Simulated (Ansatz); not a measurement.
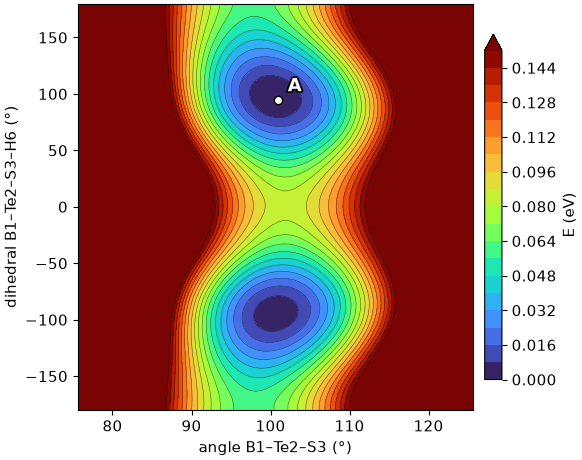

BH₃STe, SMILES B[Te]S. Coordinates scanned: (1) angle B1–Te2–S3; (2) dihedral B1–Te2–S3–H6. Nothing is relaxed (all other coordinates rigid). Grid: 15 × 15 points. Points are written as (first, second). Energies: eV, counted from the relaxed molecule at the same level. These are results of RKS PBE0-D4/def2-TZVP in Ansatz 0.2.0, not measurements.

Drawn: filled contours, one colour for all values above the top of the scale, the point A. Between grid points the surface is interpolated.

Question: What is the easiest way out of the well at A, and how high is the barrier?

Answer: The easiest path leads from the well at about (101°, 95°) to the well at about (101°, −95°), about 0.0019 eV higher (on a rigid scan; wells that are mirror images or exchange like atoms can differ by this much). Its highest point lies about 0.059 eV above the bottom of the first well on the interpolated surface, at about (98°, −180°). The start is the relaxed structure and all else is held, so a fully relaxed path at this level can only be lower.

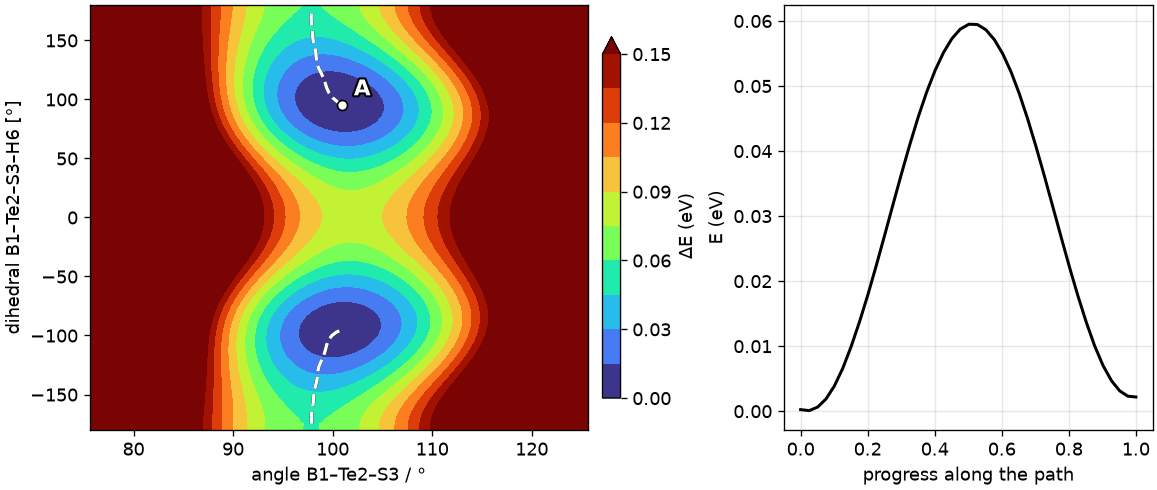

Drawn: filled contours, a line along the lowest path, one colour for all values above the top of the scale, the energy along the path at the right. Between grid points the surface is interpolated.
